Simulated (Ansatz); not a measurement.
Electronic density of states of amorphous silicon oxynitride (Si24O36N8), density 2.49 g/cm³, on a 2×2×2 Γ-centred mesh with a Gaussian width of 0.1 eV; energies count from the Fermi level, whose place inside the gap is arbitrary. Cell and mesh are small, so fine structure isn't converged. Calculation: PBE, scalar-relativistic without spin-orbit coupling (plane waves to 420 eV, PAW; Ansatz, a first-principles code). Sampling: a 2×2×2 Γ-centred mesh; Fermi-Dirac width 0.02 eV; no spin polarisation. At PBE the levels at the filled edge of the gap are localised (band-tail or defect states), and the nearest spread-out levels lie 4.9 eV apart at the zone centre.

A CHGNet melt-quench gave the starting glass, which DFT then relaxed. O and N atoms were pushed apart under 1.9 Å during the dynamics, to hinder bonds among them. The hot cell started wider than the set density and was brought back towards it in steps. It is the lowest in DFT energy of 2 quenches. It is a model cell: composition and starting density were chosen by hand, and all elements were melted together. No dispersion term was used. A short ab initio anneal came between quench and relaxation. Its density started from a set value of 2.55 and ended at 2.49 g/cm³. The quench (nominally 91 K/ps over its main leg) was far faster than any real one, so the model tends to hold more defects than a real film. Values belong to this one cell and scatter from quench to quench. Volume and shape were free in the relaxation.

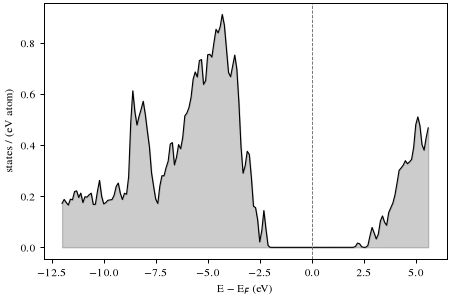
*Density of states per atom*

The level gap on this mesh is 4.50 eV; the broadening fills part of it in the curve.
